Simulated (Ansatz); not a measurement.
GeH$_{3}$BrO: molecular dynamics (part 5 of 5)

Continued. System: GeH$_{3}$BrO. Method: RKS PBE0-D4/def2-mTZVP (Ansatz 0.2.0). It belongs to a series of runs on one base structure; here: dynamics from the highest image of the converged band.

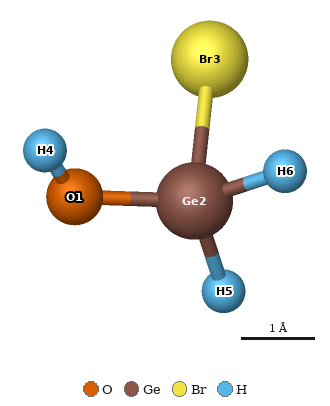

*The geometry at step 172 of the log (ball-and-stick view, seen at a tilt; atoms are numbered from 1 in the order of the input).*

**Trajectory as extended XYZ, continued**
```
6
Properties=species:S:1:pos:R:3:forces:R:3 step=143 time_fs=71.5 energy=-128643.91085 temperature=2203.8
O    -0.2854   -1.1934   -0.0224    1.8253   1.9561  -1.0539
Ge    0.6423    0.5059    0.1074   -1.4247  -0.8401  -0.8257
Br   -1.1734    1.9395   -0.4020   -0.1110  -0.1495   0.7571
H    -0.9415   -0.9635    0.6333   -0.7770  -0.2473   0.4070
H     1.4601    1.5339   -0.8037    0.2783  -1.5828   0.2278
H     1.2335    0.0159    1.4264    0.2091   0.8637   0.4876
6
Properties=species:S:1:pos:R:3:forces:R:3 step=144 time_fs=72.0 energy=-128643.95696 temperature=2292.6
O    -0.2845   -1.1885   -0.0240    1.7786   1.9547  -0.9043
Ge    0.6421    0.5038    0.1072   -1.3291  -0.7263  -0.5757
Br   -1.1733    1.9397   -0.4019   -0.1455  -0.1459   0.7474
H    -0.9444   -0.9772    0.6382   -0.6318  -0.2395   0.2990
H     1.4489    1.5531   -0.8032    0.2779  -1.6760   0.2483
H     1.2490    0.0699    1.4571    0.0498   0.8330   0.1853
6
Properties=species:S:1:pos:R:3:forces:R:3 step=146 time_fs=73.0 energy=-128644.02642 temperature=2426.3
O    -0.2820   -1.1778   -0.0276    1.4679   1.9412  -0.4233
Ge    0.6414    0.4995    0.1067   -1.1440  -0.4764   0.0235
Br   -1.1732    1.9401   -0.4017   -0.2022  -0.1360   0.7227
H    -0.9543   -1.0062    0.6497   -0.1434  -0.2433  -0.1076
H     1.4283    1.5791   -0.8004    0.3063  -1.7933   0.2305
H     1.2798    0.1837    1.5191   -0.2846   0.7078  -0.4458
6
Properties=species:S:1:pos:R:3:forces:R:3 step=148 time_fs=74.0 energy=-128644.05553 temperature=2482.9
O    -0.2786   -1.1660   -0.0314    1.0685   1.8386   0.0916
Ge    0.6406    0.4951    0.1062   -1.0027  -0.1821   0.6488
Br   -1.1732    1.9405   -0.4014   -0.2410  -0.1238   0.6926
H    -0.9655   -1.0376    0.6601    0.3973  -0.2017  -0.5616
H     1.4108    1.5880   -0.7955    0.3685  -1.8189   0.1402
H     1.3080    0.3042    1.5768   -0.5906   0.4880  -1.0115
6
Properties=species:S:1:pos:R:3:forces:R:3 step=150 time_fs=75.0 energy=-128644.05628 temperature=2485.1
O    -0.2745   -1.1530   -0.0351    0.7900   1.6217   0.4301
Ge    0.6396    0.4907    0.1058   -0.9351   0.1382   1.2207
Br   -1.1731    1.9408   -0.4011   -0.2605  -0.1105   0.6586
H    -0.9731   -1.0708    0.6652    0.7750  -0.0894  -0.8513
H     1.3967    1.5796   -0.7893    0.4622  -1.7557  -0.0180
H     1.3305    0.4293    1.6250   -0.8316   0.1957  -1.4401
6
Properties=species:S:1:pos:R:3:forces:R:3 step=151 time_fs=75.5 energy=-128644.05416 temperature=2481.3
O    -0.2723   -1.1462   -0.0369    0.7337   1.4801   0.4977
Ge    0.6391    0.4885    0.1057   -0.9334   0.2973   1.4774
Br   -1.1731    1.9410   -0.4009   -0.2627  -0.1039   0.6404
H    -0.9742   -1.0878    0.6649    0.8647  -0.0155  -0.8981
H     1.3913    1.5690   -0.7861    0.5213  -1.6920  -0.1216
H     1.3389    0.4928    1.6441   -0.9236   0.0340  -1.5960
6
Properties=species:S:1:pos:R:3:forces:R:3 step=153 time_fs=76.5 energy=-128644.05761 temperature=2488.1
O    -0.2675   -1.1318   -0.0403    0.8132   1.1652   0.4109
Ge    0.6380    0.4841    0.1055   -0.9944   0.5959   1.9330
Br   -1.1731    1.9414   -0.4004   -0.2514  -0.0917   0.6018
H    -0.9704   -1.1218    0.6578    0.8205   0.1345  -0.7739
H     1.3844    1.5359   -0.7810    0.6647  -1.5056  -0.3745
H     1.3490    0.6195    1.6707   -1.0525  -0.2983  -1.7973
6
Properties=species:S:1:pos:R:3:forces:R:3 step=155 time_fs=77.5 energy=-128644.07592 temperature=2523.5
O    -0.2623   -1.1168   -0.0434    1.1268   0.8549   0.0590
Ge    0.6367    0.4798    0.1057   -1.1292   0.8664   2.3160
Br   -1.1732    1.9417   -0.3998   -0.2192  -0.0819   0.5593
H    -0.9588   -1.1545    0.6435    0.5000   0.2403  -0.3870
H     1.3839    1.4884   -0.7794    0.8373  -1.2591  -0.6759
H     1.3490    0.7434    1.6801   -1.1157  -0.6205  -1.8714
6
Properties=species:S:1:pos:R:3:forces:R:3 step=157 time_fs=78.5 energy=-128644.10836 temperature=2586.6
O    -0.2563   -1.1012   -0.0465    1.5526   0.5821  -0.4318
Ge    0.6353    0.4756    0.1061   -1.3000   1.1434   2.6099
Br   -1.1733    1.9420   -0.3992   -0.1679  -0.0755   0.5112
H    -0.9425   -1.1850    0.6256    0.0218   0.2629   0.1407
H     1.3913    1.4289   -0.7844    1.0163  -0.9988  -0.9882
H     1.3383    0.8614    1.6716   -1.1228  -0.9141  -1.8418
6
Properties=species:S:1:pos:R:3:forces:R:3 step=158 time_fs=79.0 energy=-128644.13248 temperature=2633.6
O    -0.2530   -1.0933   -0.0481    1.7327   0.4538  -0.6563
Ge    0.6345    0.4736    0.1064   -1.3777   1.3066   2.7070
Br   -1.1733    1.9422   -0.3989   -0.1364  -0.0736   0.4843
H    -0.9340   -1.1992    0.6168   -0.2040   0.2453   0.3853
H     1.3986    1.3954   -0.7902    1.0927  -0.8861  -1.1266
H     1.3289    0.9172    1.6608   -1.1073  -1.0461  -1.7937
6
Properties=species:S:1:pos:R:3:forces:R:3 step=160 time_fs=80.0 energy=-128644.21057 temperature=2785.3
O    -0.2456   -1.0773   -0.0517    1.8451   0.1582  -0.8922
Ge    0.6328    0.4697    0.1074   -1.4579   1.7344   2.7454
Br   -1.1734    1.9425   -0.3982   -0.0665  -0.0718   0.4237
H    -0.9189   -1.2261    0.6024   -0.4528   0.1988   0.6652
H     1.4212    1.3223   -0.8102    1.1719  -0.7463  -1.3062
H     1.3023    1.0212    1.6263   -1.0398  -1.2733  -1.6359
6
Properties=species:S:1:pos:R:3:forces:R:3 step=162 time_fs=81.0 energy=-128644.33912 temperature=3033.2
O    -0.2371   -1.0611   -0.0558    1.5025  -0.2797  -0.7313
Ge    0.6310    0.4660    0.1087   -1.3592   2.3295   2.4925
Br   -1.1735    1.9428   -0.3974    0.0042  -0.0709   0.3521
H    -0.9078   -1.2510    0.5942   -0.3139   0.2176   0.5536
H     1.4548    1.2419   -0.8426    1.0868  -0.7575  -1.2736
H     1.2658    1.1130    1.5762   -0.9204  -1.4390  -1.3933
6
Properties=species:S:1:pos:R:3:forces:R:3 step=163 time_fs=81.5 energy=-128644.41694 temperature=3182.8
O    -0.2325   -1.0531   -0.0580    1.1864  -0.5678  -0.5279
Ge    0.6300    0.4642    0.1095   -1.2256   2.6768   2.2337
Br   -1.1736    1.9429   -0.3970    0.0363  -0.0699   0.3116
H    -0.9036   -1.2628    0.5922   -0.1258   0.2663   0.3770
H     1.4756    1.1990   -0.8635    0.9673  -0.8135  -1.1591
H     1.2442    1.1538    1.5461   -0.8386  -1.4919  -1.2353
6
Properties=species:S:1:pos:R:3:forces:R:3 step=165 time_fs=82.5 energy=-128644.56899 temperature=3475.1
O    -0.2228   -1.0374   -0.0626    0.4376  -1.2463  -0.0381
Ge    0.6278    0.4610    0.1113   -0.8054   3.3828   1.4488
Br   -1.1737    1.9432   -0.3962    0.0870  -0.0651   0.2215
H    -0.8954   -1.2841    0.5904    0.3178   0.4127  -0.0560
H     1.5238    1.1072   -0.9130    0.5868  -0.9676  -0.7469
H     1.1951    1.2247    1.4772   -0.6238  -1.5166  -0.8295
6
Properties=species:S:1:pos:R:3:forces:R:3 step=167 time_fs=83.5 energy=-128644.67140 temperature=3671.8
O    -0.2128   -1.0224   -0.0673   -0.2389  -1.9612   0.3555
Ge    0.6256    0.4583    0.1133   -0.2611   3.9472   0.3651
Br   -1.1737    1.9435   -0.3953    0.1125  -0.0541   0.1202
H    -0.8843   -1.3015    0.5881    0.6346   0.5431  -0.3875
H     1.5775    1.0062   -0.9696    0.0870  -1.0779  -0.1711
H     1.1401    1.2811    1.4006   -0.3341  -1.3971  -0.2821
6
Properties=species:S:1:pos:R:3:forces:R:3 step=169 time_fs=84.5 energy=-128644.68403 temperature=3695.4
O    -0.2029   -1.0086   -0.0718   -0.6774  -2.5959   0.5069
Ge    0.6233    0.4561    0.1153    0.2929   4.2147  -0.9006
Br   -1.1738    1.9438   -0.3945    0.1082  -0.0355   0.0103
H    -0.8673   -1.3138    0.5822    0.6768   0.5694  -0.4724
H     1.6320    0.8950   -1.0278   -0.4250  -1.0593   0.4428
H     1.0819    1.3243    1.3213    0.0244  -1.0934   0.4130
6
Properties=species:S:1:pos:R:3:forces:R:3 step=170 time_fs=85.0 energy=-128644.64995 temperature=3629.5
O    -0.1982   -1.0023   -0.0739   -0.7885  -2.8570   0.4765
Ge    0.6222    0.4552    0.1163    0.5482   4.2155  -1.5563
Br   -1.1738    1.9439   -0.3940    0.0952  -0.0233  -0.0465
H    -0.8563   -1.3179    0.5776    0.5820   0.5266  -0.4073
H     1.6580    0.8355   -1.0557   -0.6572  -0.9930   0.7302
H     1.0527    1.3417    1.2827    0.2203  -0.8689   0.8035
6
Properties=species:S:1:pos:R:3:forces:R:3 step=172 time_fs=86.0 energy=-128644.50331 temperature=3346.8
O    -0.1890   -0.9910   -0.0780   -0.8122  -3.2452   0.2233
Ge    0.6200    0.4538    0.1180    1.0061   3.9893  -2.7981
Br   -1.1739    1.9442   -0.3932    0.0508   0.0061  -0.1610
H    -0.8306   -1.3224    0.5658    0.1892   0.3240  -0.0822
H     1.7049    0.7097   -1.1056   -1.0402  -0.7581   1.2226
H     0.9963    1.3710    1.2123    0.6063  -0.3160   1.5955
6
Properties=species:S:1:pos:R:3:forces:R:3 step=174 time_fs=87.0 energy=-128644.28645 temperature=2929.8
O    -0.1802   -0.9816   -0.0819   -0.6850  -3.4901  -0.1760
Ge    0.6180    0.4529    0.1195    1.4254   3.6298  -3.7543
Br   -1.1740    1.9445   -0.3923   -0.0094   0.0390  -0.2717
H    -0.8032   -1.3240    0.5532   -0.3495   0.0164   0.3906
H     1.7419    0.5767   -1.1439   -1.2971  -0.4209   1.5804
H     0.9457    1.3973    1.1570    0.9155   0.2258   2.2311
6
Properties=species:S:1:pos:R:3:forces:R:3 step=176 time_fs=88.0 energy=-128644.07481 temperature=2522.6
O    -0.1719   -0.9743   -0.0859   -0.6527  -3.7218  -0.4730
Ge    0.6161    0.4525    0.1204    1.8486   3.4173  -4.2081
Br   -1.1740    1.9448   -0.3915   -0.0720   0.0700  -0.3726
H    -0.7791   -1.3254    0.5444   -0.7770  -0.2513   0.7608
H     1.7665    0.4397   -1.1671   -1.4286  -0.0251   1.7994
H     0.9037    1.4256    1.1229    1.0817   0.5108   2.4936
6
Properties=species:S:1:pos:R:3:forces:R:3 step=177 time_fs=88.5 energy=-128643.99400 temperature=2366.6
O    -0.1679   -0.9715   -0.0880   -0.7533  -3.8837  -0.4955
Ge    0.6152    0.4525    0.1206    2.0609   3.4318  -4.2171
Br   -1.1740    1.9449   -0.3911   -0.0997   0.0831  -0.4176
H    -0.7696   -1.3268    0.5425   -0.8645  -0.3141   0.8196
H     1.7738    0.3709   -1.1724   -1.4507   0.1829   1.8599
H     0.8866    1.4414    1.1147    1.1073   0.5000   2.4507
6
Properties=species:S:1:pos:R:3:forces:R:3 step=179 time_fs=89.5 energy=-128643.89346 temperature=2171.0
O    -0.1603   -0.9676   -0.0924   -1.2314  -4.3347  -0.2210
Ge    0.6138    0.4528    0.1207    2.4500   3.6978  -3.8617
Br   -1.1741    1.9452   -0.3904   -0.1405   0.1012  -0.4940
H    -0.7568   -1.3320    0.5445   -0.7350  -0.2474   0.6193
H     1.7779    0.2350   -1.1695   -1.4158   0.6005   1.8915
H     0.8602    1.4765    1.1155    1.0726   0.1826   2.0658
6
Properties=species:S:1:pos:R:3:forces:R:3 step=181 time_fs=90.5 energy=-128643.84155 temperature=2069.3
O    -0.1534   -0.9664   -0.0970   -1.9180  -4.8493   0.3464
Ge    0.6126    0.4536    0.1203    2.7257   4.1135  -3.1984
Br   -1.1742    1.9455   -0.3897   -0.1550   0.1066  -0.5502
H    -0.7508   -1.3394    0.5523   -0.3470  -0.0015   0.1349
H     1.7685    0.1049   -1.1486   -1.2829   1.0004   1.8133
H     0.8440    1.5131    1.1360    0.9772  -0.3696   1.4540
6
Properties=species:S:1:pos:R:3:forces:R:3 step=183 time_fs=91.5 energy=-128643.79702 temperature=1983.1
O    -0.1477   -0.9681   -0.1013   -2.5257  -5.2173   0.9316
Ge    0.6118    0.4550    0.1194    2.8313   4.4457  -2.4482
Br   -1.1743    1.9458   -0.3891   -0.1411   0.0995  -0.5860
H    -0.7482   -1.3468    0.5614    0.0249   0.2480  -0.3479
H     1.7469   -0.0156   -1.1104   -1.0563   1.3616   1.6330
H     0.8372    1.5462    1.1703    0.8668  -0.9375   0.8175
6
Properties=species:S:1:pos:R:3:forces:R:3 step=184 time_fs=92.0 energy=-128643.77451 temperature=1939.9
O    -0.1454   -0.9701   -0.1033   -2.7332  -5.2933   1.1617
Ge    0.6116    0.4558    0.1189    2.8133   4.5329  -2.0837
Br   -1.1744    1.9460   -0.3888   -0.1242   0.0919  -0.5969
H    -0.7470   -1.3497    0.5649    0.1397   0.3284  -0.5168
H     1.7321   -0.0712   -1.0853   -0.9076   1.5212   1.5060
H     0.8370    1.5597    1.1908    0.8119  -1.1810   0.5297
6
Properties=species:S:1:pos:R:3:forces:R:3 step=186 time_fs=93.0 energy=-128643.73682 temperature=1867.4
O    -0.1420   -0.9766   -0.1067   -2.9018  -5.1846   1.4287
Ge    0.6113    0.4581    0.1176    2.6378   4.5261  -1.4057
Br   -1.1745    1.9463   -0.3883   -0.0740   0.0708  -0.6062
H    -0.7435   -1.3532    0.5681    0.1708   0.3579  -0.6413
H     1.6965   -0.1712   -1.0246   -0.5370   1.7823   1.1795
H     0.8422    1.5777    1.2350    0.7043  -1.5525   0.0449
6
Properties=species:S:1:pos:R:3:forces:R:3 step=188 time_fs=94.0 energy=-128643.71551 temperature=1826.0
O    -0.1403   -0.9861   -0.1092   -2.7474  -4.7406   1.4182
Ge    0.6115    0.4609    0.1161    2.2897   4.3148  -0.7888
Br   -1.1746    1.9466   -0.3879   -0.0072   0.0446  -0.6018
H    -0.7385   -1.3533    0.5653   -0.0634   0.2112  -0.4702
H     1.6559   -0.2541   -0.9527   -0.0679   1.9404   0.7605
H     0.8542    1.5810    1.2797    0.5961  -1.7704  -0.3179
6
Properties=species:S:1:pos:R:3:forces:R:3 step=190 time_fs=95.0 energy=-128643.70573 temperature=1806.9
O    -0.1403   -0.9985   -0.1110   -2.3497  -4.0483   1.1825
Ge    0.6119    0.4643    0.1145    1.7909   3.9798  -0.2078
Br   -1.1748    1.9470   -0.3876    0.0707   0.0164  -0.5865
H    -0.7342   -1.3515    0.5581   -0.4863  -0.0547  -0.0775
H     1.6146   -0.3186   -0.8736    0.4907   1.9619   0.2631
H     0.8719    1.5674    1.3213    0.4837  -1.8551  -0.5737
6
Properties=species:S:1:pos:R:3:forces:R:3 step=191 time_fs=95.5 energy=-128643.70316 temperature=1802.1
O    -0.1409   -1.0057   -0.1115   -2.1106  -3.6571   1.0283
Ge    0.6122    0.4662    0.1137    1.4934   3.7906   0.0739
Br   -1.1748    1.9472   -0.3874    0.1126   0.0023  -0.5755
H    -0.7336   -1.3507    0.5540   -0.7152  -0.1949   0.1446
H     1.5954   -0.3437   -0.8328    0.7943   1.9133  -0.0055
H     0.8825    1.5540    1.3403    0.4254  -1.8542  -0.6659
6
Properties=species:S:1:pos:R:3:forces:R:3 step=193 time_fs=96.5 energy=-128643.70862 temperature=1813.4
O    -0.1429   -1.0215   -0.1122   -1.6978  -2.9023   0.8032
Ge    0.6129    0.4704    0.1121    0.8273   3.3923   0.6077
Br   -1.1749    1.9475   -0.3871    0.2007  -0.0244  -0.5479
H    -0.7379   -1.3506    0.5472   -1.0487  -0.3898   0.4677
H     1.5634   -0.3806   -0.7519    1.4125   1.6977  -0.5481
H     0.9067    1.5139    1.3732    0.3060  -1.7734  -0.7826
6
Properties=species:S:1:pos:R:3:forces:R:3 step=195 time_fs=97.5 energy=-128643.74719 temperature=1888.5
O    -0.1460   -1.0392   -0.1125   -1.5283  -2.2924   0.8614
Ge    0.6138    0.4750    0.1106    0.1208   2.9405   1.0456
Br   -1.1750    1.9479   -0.3870    0.2932  -0.0482  -0.5137
H    -0.7520   -1.3541    0.5448   -1.0377  -0.3772   0.4426
H     1.5448   -0.4012   -0.6762    1.9639   1.3688  -1.0322
H     0.9338    1.4569    1.3986    0.1882  -1.5915  -0.8037
6
Properties=species:S:1:pos:R:3:forces:R:3 step=197 time_fs=98.5 energy=-128643.83378 temperature=2055.9
O    -0.1500   -1.0582   -0.1121   -1.5976  -1.8189   1.1958
Ge    0.6147    0.4801    0.1092   -0.5290   2.3346   1.2861
Br   -1.1751    1.9482   -0.3868    0.3890  -0.0685  -0.4742
H    -0.7758   -1.3612    0.5463   -0.6669  -0.1752   0.0754
H     1.5450   -0.4087   -0.6102    2.3219   1.0390  -1.3702
H     0.9628    1.3847    1.4165    0.0825  -1.3110  -0.7129
6
Properties=species:S:1:pos:R:3:forces:R:3 step=198 time_fs=99.0 energy=-128643.89426 temperature=2172.6
O    -0.1523   -1.0681   -0.1117   -1.6607  -1.5970   1.3984
Ge    0.6151    0.4827    0.1085   -0.7964   1.9363   1.3019
Br   -1.1751    1.9484   -0.3868    0.4376  -0.0774  -0.4526
H    -0.7904   -1.3654    0.5476   -0.4078  -0.0432  -0.1645
H     1.5532   -0.4086   -0.5820    2.3889   0.9183  -1.4635
H     0.9776    1.3437    1.4228    0.0383  -1.1370  -0.6197
6
Properties=species:S:1:pos:R:3:forces:R:3 step=200 time_fs=100.0 energy=-128644.03920 temperature=2452.1
O    -0.1578   -1.0887   -0.1102   -1.6990  -1.1124   1.7153
Ge    0.6158    0.4881    0.1074   -1.1578   0.9185   1.1028
Br   -1.1751    1.9487   -0.3868    0.5346  -0.0931  -0.4062
H    -0.8218   -1.3740    0.5485    0.0957   0.1979  -0.5861
H     1.5868   -0.4019   -0.5362    2.2524   0.8276  -1.4917
H     1.0074    1.2541    1.4312   -0.0259  -0.7385  -0.3341
```

This output came from the following input.

**Input**
```yaml
crystal:
  periodic: [false, false, false]
  atoms:
    - { symbol: O, position_ang: [-0.170998, -1.281429, 0.059875] }
    - { symbol: Ge, position_ang: [0.627833, 0.545539, 0.091335] }
    - { symbol: Br, position_ang: [-1.170553, 1.94457, -0.390449] }
    - { symbol: H, position_ang: [-1.126573, -1.21322, 0.210514] }
    - { symbol: H, position_ang: [1.474711, 0.578604, -1.207164] }
    - { symbol: H, position_ang: [0.40768, -0.638065, 1.18959] }
basis:
  gaussian: { orbitals: def2-mTZVP }
hamiltonian:
  xc: pbe0
  dispersion: d4
md:
  timestep: 0.5
  n_steps: 200
  ensemble: nve
  temperature: 300.0
  initial_velocities: maxwell_boltzmann
  seed: 7149
```

Launch command:
```bash
ansatz run input.yaml --threads 2 --pin off --max-ram 3072MiB --backend cpu --events-out ev --progress --plain --runs-dir out
```

**Key numbers**

```csv
quantity,value
outcome,finished
mean temperature over the second half,2415 K
trajectory,"200 steps, 100 fs"
ensemble,nve
temperature in the input,300.0 K
time step,0.5 fs
potential energy (last step),−128644.0392 eV
mean-field energy (last step),−128643.9433 eV
largest force (length of the vector) (last step),2.825 eV/Å
hardware,"2 threads of Intel Xeon @ 2.50GHz (Skylake/Cascade Lake), 16 GiB of memory available, shared host"
wall time,10 min (CPU time 20 min)
peak memory,0.27 GiB
```

**Remarks**

So short a trajectory is not equilibrated.
